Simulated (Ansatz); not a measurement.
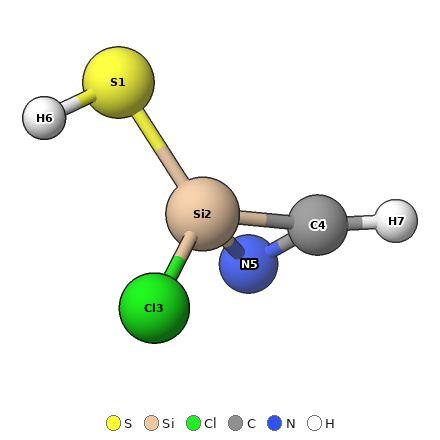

The system is CH₂ClNSSi, SMILES S[Si]1(Cl)C=N1; the picture shows the reference structure. Coordinates scanned: (1) bond length S1–Si2; (2) bond length S1–H6. Nothing is relaxed (all other coordinates rigid). The grid has 15 × 15 points. Energies are in eV, from the lowest grid point. The reference is spin-restricted, which grows unreliable where a bond is stretched far. Method: Ansatz, RHF/def2-SVP.

Its coordinates:

```yaml
atoms:
  - { symbol: S, position_ang: [-1.8856, 0.0713, 0.8710] }
  - { symbol: Si, position_ang: [0.0582, -0.2148, 0.0845] }
  - { symbol: Cl, position_ang: [0.9330, -1.8549, 0.9507] }
  - { symbol: C, position_ang: [0.9569, 1.0219, -0.7676] }
  - { symbol: N, position_ang: [0.4504, 0.1635, -1.5670] }
  - { symbol: H, position_ang: [-2.0116, -1.1487, 1.3983] }
  - { symbol: H, position_ang: [1.5598, 1.8936, -1.0157] }
```

Range: bond length S1–Si2 from 1.735 to 3.174 Å; bond length S1–H6 from 1.148 to 1.869 Å.

Q: What will the energy surface look like?

A: The lowest grid point is at bond length S1–Si2 = 2.147 Å, bond length S1–H6 = 1.354 Å. No other kind of well shows on this grid. The highest grid point, bond length S1–Si2 = 3.174 Å, bond length S1–H6 = 1.869 Å, lies 5.03 eV above the lowest. Round the minimum the two coordinates are nearly uncoupled.

```csv
"bond length S1–H6 ↓, bond length S1–Si2 →",1.735,1.838,1.941,2.044,2.147,2.249,2.352,2.455,2.558,2.660,2.763,2.866,2.969,3.072,3.174
1.869,4.36,3.04,2.31,1.99,1.94,2.07,2.30,2.61,2.95,3.31,3.67,4.03,4.37,4.71,5.03
1.818,4.12,2.79,2.06,1.74,1.69,1.82,2.06,2.36,2.71,3.06,3.42,3.78,4.13,4.47,4.79
1.766,3.87,2.54,1.81,1.49,1.44,1.57,1.81,2.11,2.46,2.81,3.17,3.53,3.88,4.22,4.54
1.715,3.62,2.29,1.57,1.25,1.20,1.33,1.57,1.87,2.21,2.57,2.93,3.29,3.64,3.98,4.30
1.663,3.38,2.05,1.33,1.01,0.96,1.09,1.33,1.63,1.98,2.33,2.69,3.05,3.40,3.74,4.06
1.612,3.16,1.83,1.10,0.78,0.73,0.86,1.10,1.41,1.75,2.11,2.47,2.83,3.18,3.51,3.83
1.560,2.94,1.61,0.89,0.57,0.52,0.65,0.89,1.19,1.54,1.89,2.26,2.62,2.97,3.30,3.62
1.509,2.75,1.42,0.70,0.38,0.33,0.46,0.70,1.01,1.35,1.71,2.07,2.43,2.78,3.12,3.44
1.457,2.59,1.26,0.54,0.22,0.18,0.30,0.54,0.85,1.20,1.55,1.92,2.27,2.62,2.96,3.28
1.406,2.47,1.15,0.42,0.11,0.06,0.19,0.43,0.74,1.08,1.44,1.80,2.16,2.51,2.85,3.17
1.354,2.41,1.08,0.36,0.05,0.00,0.13,0.37,0.68,1.02,1.38,1.74,2.10,2.45,2.79,3.11
1.303,2.42,1.09,0.37,0.06,0.01,0.14,0.38,0.69,1.04,1.39,1.76,2.12,2.47,2.80,3.12
1.251,2.52,1.20,0.48,0.16,0.12,0.25,0.49,0.80,1.14,1.50,1.86,2.22,2.57,2.91,3.23
1.200,2.74,1.42,0.70,0.38,0.34,0.47,0.71,1.02,1.37,1.72,2.09,2.45,2.80,3.14,3.46
1.148,3.12,1.79,1.08,0.76,0.72,0.85,1.09,1.40,1.75,2.11,2.47,2.83,3.18,3.52,3.84
```

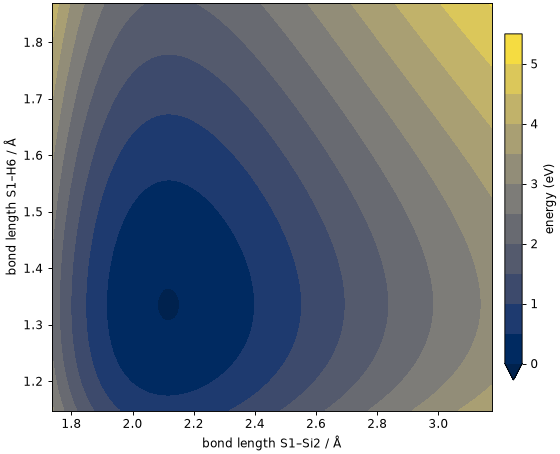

In the figure: filled contours. Between grid points the surface is interpolated.

The whole map (225 points run) took 6.6 min on 1 thread of Arm Neoverse V2, with other jobs on the host.
